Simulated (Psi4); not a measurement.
Geometry relaxation, with input and output: AlH4 (charge −1) (part 1 of 3)

The run: geometry relaxation of AlH4, charge −1, SMILES [AlH4-]. Method and program: PBE0/def2-TZVP, RKS, dispersion D4 (Psi4 1.11).

The geometry comes from this level: GFN2-xTB.

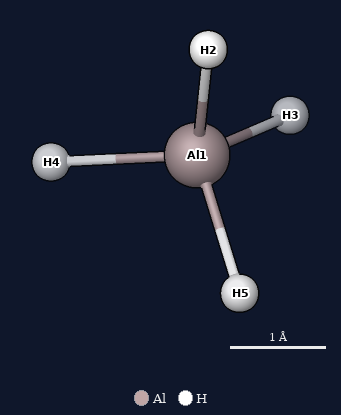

Figure 1. The starting structure (ball-and-stick view, seen at a tilt; atoms are numbered from 1 in the order of the input). Sticks mark near contacts. Bond lengths as drawn: Al–H 1.63 Å.

## Input file (input.dat)
```
memory 1.6 GB

molecule mol {
  -1 1
  Al    -0.00003779     0.00011338    -0.00204090
  H      2.72783856    -0.95293219     1.05146251
  H     -2.23548931    -1.14233944     1.77469850
  H     -0.38520177    -0.97723407    -2.89262268
  H     -0.10709078     3.07241122     0.06850257
  units au
  symmetry c1
}

set basis def2-TZVP
set geom_maxiter 60

e_tot, wfn = optimize('pbe0-d4', return_wfn=True)
```

Machine: 1 thread of Intel Xeon (Granite Rapids), 176 GiB of memory available, shared host.

Launch command:
```bash
psi4 -i input.dat -o output.dat -n 1
```

## The program's output
```
Psi4 1.11 release

gradient() will perform analytic gradient computation.

   => Loading Basis Set <=

    Name: DEF2-TZVP
    Role: ORBITAL
    Keyword: BASIS

   => PBE0-D4(BJ,EEQ)ATM: Empirical Dispersion <=

        a1 =       0.400856
        a2 =       5.029288
       alp =      16.000000
        s6 =       1.000000
        s8 =       1.200655
        s9 =       1.000000
        ga =       3.000000
        gc =       2.000000
        wf =       6.000000

         ---------------------------------------------------------
                                   SCF
                              RKS Reference
                        1 Threads,   1525 MiB Core
         ---------------------------------------------------------

  ==> Geometry <==

    Molecular point group: c1
    Full point group: C1

    Geometry (in Bohr), charge = -1, multiplicity = 1:

       Center              X                  Y                   Z               Mass
    ------------   -----------------  -----------------  -----------------  -----------------
         AL          -0.000006754832     0.000017808370    -0.000331615904    26.981538530000
         H            2.727869595168    -0.953027761630     1.053171794096     1.007825032230
         H           -2.235458274832    -1.142435011630     1.776407784096     1.007825032230
         H           -0.385170734832    -0.977329641630    -2.890913395904     1.007825032230
         H           -0.107059744832     3.072315648370     0.070211854096     1.007825032230

  Running in c1 symmetry.

  Rotational constants: A =      2.37020  B =      2.36768  C =      2.36687 [cm^-1]
  Rotational constants: A =  71056.81698  B =  70981.25436  C =  70956.97822 [MHz]
  Nuclear repulsion =   18.102884363481468

  Charge       = -1
  Multiplicity = 1
  Electrons    = 18
  Nalpha       = 9
  Nbeta        = 9

  ==> Algorithm <==

  SCF Algorithm Type is DF.
  DIIS enabled.
  MOM disabled.
  Fractional occupation disabled.
  Guess Type is SAD.
  Energy threshold   = 1.00e-08
  Density threshold  = 1.00e-08
  Integral threshold = 1.00e-12

  ==> Primary Basis <==

  Basis Set: DEF2-TZVP
    Blend: DEF2-TZVP
    Number of shells: 29
    Number of basis functions: 61
    Number of Cartesian functions: 66
    Spherical Harmonics?: true
    Max angular momentum: 3

  ==> DFT Potential <==

   => LibXC <=

    Version 7.1.2

   => Composite Functional: PBE0-D4BJEEQATM <=

    PBE0-d4bjeeqatm Hyb-GGA Exchange-Correlation Functional

    Deriv               =              1
    GGA                 =           TRUE
    Meta                =          FALSE

    Exchange Hybrid     =           TRUE
    MP2 Hybrid          =          FALSE

   => Exchange Functionals <=

    0.7500   Perdew, Burke & Ernzerhof

   => Exact (HF) Exchange <=

    0.2500               HF

   => Correlation Functionals <=

    1.0000   Perdew, Burke & Ernzerhof

   => LibXC Density Thresholds  <==

    XC_HYB_GGA_XC_PBEH:  1.00E-15

   => Molecular Quadrature <=

    Radial Scheme          =       TREUTLER
    Pruning Scheme         =           NONE
    Nuclear Scheme         =       TREUTLER

    Blocking Scheme        =         OCTREE
    BS radius alpha        =              1
    Pruning alpha          =              1
    Radial Points          =             75
    Spherical Points       =            302
    Total Points           =         109812
    Total Blocks           =            879
    Max Points             =            256
    Max Functions          =             61
    Weights Tolerance      =       1.00E-15

   => Loading Basis Set <=

    Name: (DEF2-TZVP AUX)
    Role: JKFIT
    Keyword: DF_BASIS_SCF

  ==> Integral Setup <==

  DFHelper Memory: AOs need 0.007 GiB; user supplied 0.944 GiB.
  SCF_SUBTYPE=INCORE selected. In-core MEM_DF algorithm will be used.
  Using in-core AOs.

  ==> MemDFJK: Density-Fitted J/K Matrices <==

    J tasked:                   Yes
    K tasked:                   Yes
    wK tasked:                   No
    Memory [MiB]:               966
    Algorithm:                 Core
    Schwarz Cutoff:           1E-12
    Mask sparsity (%):       0.0000
    Fitting Condition:        1E-10

   => Auxiliary Basis Set <=

  Basis Set: (DEF2-TZVP AUX)
    Blend: DEF2-UNIVERSAL-JKFIT
    Number of shells: 62
    Number of basis functions: 200
    Number of Cartesian functions: 235
    Spherical Harmonics?: true
    Max angular momentum: 4

  Cached 100.0% of DFT collocation blocks in 0.174 [GiB].

  Minimum eigenvalue in the overlap matrix is 9.6180612505E-03.
  Reciprocal condition number of the overlap matrix is 2.0594633729E-03.
    Using symmetric orthogonalization.

  ==> Pre-Iterations <==

  SCF Guess: Superposition of Atomic Densities via on-the-fly atomic UHF (no occupation information).

   -------------------------
    Irrep   Nso     Nmo
   -------------------------
     A         61      61
   -------------------------
    Total      61      61
   -------------------------

  ==> Iterations <==

                           Total Energy        Delta E     RMS |[F,P]|

   @DF-RKS iter SAD:  -244.19448176667433   -2.44194e+02   0.00000e+00
   @DF-RKS iter   1:  -244.64974634795897   -4.55265e-01   5.33176e-03 ADIIS/DIIS
   @DF-RKS iter   2:  -244.70771376838775   -5.79674e-02   3.39112e-03 ADIIS/DIIS
   @DF-RKS iter   3:  -244.72774844805974   -2.00347e-02   2.77789e-04 ADIIS/DIIS
   @DF-RKS iter   4:  -244.72780885579658   -6.04077e-05   3.14377e-05 DIIS
   @DF-RKS iter   5:  -244.72781271728292   -3.86149e-06   4.84528e-06 DIIS
   @DF-RKS iter   6:  -244.72781277836677   -6.10839e-08   2.94496e-07 DIIS
   @DF-RKS iter   7:  -244.72781277877519   -4.08420e-10   1.87492e-08 DIIS
   @DF-RKS iter   8:  -244.72781277877584   -6.53699e-13   1.60070e-09 DIIS
  Energy and wave function converged.

  ==> Post-Iterations <==

   Electrons on quadrature grid:
      Ntotal   =   18.0000007349 ; deviation = 7.349e-07

    Orbital Energies [Eh]
    ---------------------

    Doubly Occupied:

       1A    -55.880766     2A     -3.914508     3A     -2.444104
       4A     -2.444100     5A     -2.444095     6A     -0.215168
       7A     -0.082252     8A     -0.082084     9A     -0.081990

    Virtual:

      10A      0.230609    11A      0.230670    12A      0.230792
      13A      0.308897    14A      0.351302    15A      0.351307
      16A      0.353941    17A      0.379671    18A      0.379727
      19A      0.379768    20A      0.480638    21A      0.480706
      22A      0.480789    23A      0.647883    24A      0.684657
      25A      0.684766    26A      0.684873    27A      0.909195
      28A      0.909242    29A      0.909371    30A      0.965685
      31A      0.965688    32A      1.053453    33A      1.053522
      34A      1.053626    35A      1.118303    36A      1.118599
      37A      1.118602    38A      1.183202    39A      1.967900
      40A      1.968020    41A      1.996497    42A      1.996705
      43A      1.996758    44A      2.183807    45A      2.185287
      46A      2.185836    47A      2.222807    48A      2.222832
      49A      2.222929    50A      2.251258    51A      2.498379
      52A      2.499071    53A      2.499311    54A      2.862420
      55A      2.980158    56A      2.980389    57A      2.980559
      58A      7.644594    59A      9.543775    60A      9.543800
      61A      9.543817

    Final Occupation by Irrep:
              A
    DOCC [     9 ]
    NA   [     9 ]
    NB   [     9 ]

  @DF-RKS Final Energy:  -244.72781277877584

   => Energetics <=

    Nuclear Repulsion Energy =             18.1028843634814685
    One-Electron Energy =                -379.6646350371754579
    Two-Electron Energy =                 132.0870858163436026
    DFT Exchange-Correlation Energy =     -15.2504416703973611
    Empirical Dispersion Energy =          -0.0027062510280948
    VV10 Nonlocal Energy =                  0.0000000000000000
    Total Energy =                       -244.7278127787758422

Computation Completed

Properties will be evaluated at   0.000000,   0.000000,   0.000000 [a0]

Properties computed using the SCF density matrix

 Multipole Moments:

 ------------------------------------------------------------------------------------
     Multipole            Electronic (a.u.)      Nuclear  (a.u.)        Total (a.u.)
 ------------------------------------------------------------------------------------

 L = 1.  Multiply by 2.5417464519 to convert [e a0] to [Debye]
 Dipole X            :         -0.0001825            0.0000930           -0.0000895
 Dipole Y            :          0.0005992           -0.0002453            0.0003539
 Dipole Z            :         -0.0081323            0.0045670           -0.0035653
 Magnitude           :                                                    0.0035839

 ------------------------------------------------------------------------------------

	total time  =          3 seconds =       0.05 minutes

         ------------------------------------------------------------
                                   SCF GRAD
         ------------------------------------------------------------

  ==> Geometry <==

    Molecular point group: c1
    Full point group: C1

    Geometry (in Bohr), charge = -1, multiplicity = 1:

       Center              X                  Y                   Z               Mass
    ------------   -----------------  -----------------  -----------------  -----------------
         AL          -0.000006754832     0.000017808370    -0.000331615904    26.981538530000
         H            2.727869595168    -0.953027761630     1.053171794096     1.007825032230
         H           -2.235458274832    -1.142435011630     1.776407784096     1.007825032230
         H           -0.385170734832    -0.977329641630    -2.890913395904     1.007825032230
         H           -0.107059744832     3.072315648370     0.070211854096     1.007825032230

  Nuclear repulsion =   18.102884363481468

  ==> Basis Set <==

  Basis Set: DEF2-TZVP
    Blend: DEF2-TZVP
    Number of shells: 29
    Number of basis functions: 61
    Number of Cartesian functions: 66
    Spherical Harmonics?: true
    Max angular momentum: 3

  ==> DFJKGrad: Density-Fitted SCF Gradients <==

    Gradient:                    1
    J tasked:                  Yes
    K tasked:                  Yes
    wK tasked:                  No
    Integrals threads:           1
    Memory [MiB]:             1144
    Schwarz Cutoff:          1E-12
    Fitting Condition:       1E-10

   => Auxiliary Basis Set <=

  Basis Set: (DEF2-TZVP AUX)
    Blend: DEF2-UNIVERSAL-JKFIT
    Number of shells: 62
    Number of basis functions: 200
    Number of Cartesian functions: 235
    Spherical Harmonics?: true
    Max angular momentum: 4

   => Molecular Quadrature <=

    Radial Scheme          =       TREUTLER
    Pruning Scheme         =           NONE
    Nuclear Scheme         =       TREUTLER

    Blocking Scheme        =         OCTREE
    BS radius alpha        =              1
    Pruning alpha          =              1
    Radial Points          =             75
    Spherical Points       =            302
    Total Points           =         109812
    Total Blocks           =            879
    Max Points             =            256
    Max Functions          =             61
    Weights Tolerance      =       1.00E-15

  -Total Gradient:
     Atom            X                  Y                   Z
    ------   -----------------  -----------------  -----------------
       1       -0.000008330494     0.000060376250    -0.000168223578
       2       -0.003743011304     0.001317420808    -0.001352932758
       3        0.003091517751     0.001567358212    -0.002374125886
       4        0.000506962608     0.001305808822     0.003920882997
       5        0.000154644012    -0.004250797772    -0.000022944645

	total time  =          1 seconds =       0.02 minutes

    			-----------------------------------------

    			 OPTKING 3.0: for geometry optimizations

    			        with contributions from

    			-----------------------------------------

	                            ===> Fragment 1 <==

	 Z (Atomic Numbers)          Masses                          Geom
	      13.000000            26.981539         -0.00000675  0.00001781 -0.00033162
	       1.000000             1.007825          2.72786960 -0.95302776  1.05317179
	       1.000000             1.007825         -2.23545827 -1.14243501  1.77640778
	       1.000000             1.007825         -0.38517073 -0.97732964 -2.89091340
	       1.000000             1.007825         -0.10705974  3.07231565  0.07021185

	 - Coordinate -           - BOHR/RAD -       - ANG/DEG -
	 R(1,2)           =         3.075626           1.627551
	 R(1,3)           =         3.075589           1.627531
	 R(1,4)           =         3.075552           1.627512
	 R(1,5)           =         3.074972           1.627205
	 B(2,1,3)         =         1.908874         109.370419
	 B(2,1,4)         =         1.911909         109.544335
	 B(2,1,5)         =         1.909878         109.427929
	 B(3,1,4)         =         1.911214         109.504486
	 B(3,1,5)         =         1.909832         109.425327
	 B(4,1,5)         =         1.912088         109.554580
	 O(2,1,3,4)       =         0.955507          54.746528
	 O(2,1,3,5)       =        -0.958228         -54.902398
	 O(2,1,4,5)       =         0.954066          54.663930
	 O(3,1,2,4)       =        -0.955856         -54.766527
	 O(3,1,2,5)       =         0.958250          54.903704
	 O(3,1,4,5)       =        -0.954808         -54.706484
	 O(4,1,2,3)       =         0.954340          54.679676
	 O(4,1,2,5)       =        -0.952963         -54.600776
	 O(4,1,3,5)       =         0.953682          54.641937
	 O(5,1,2,3)       =        -0.957748         -54.874900
	 O(5,1,2,4)       =         0.953976          54.658800
	 O(5,1,3,4)       =        -0.954370         -54.681395
```
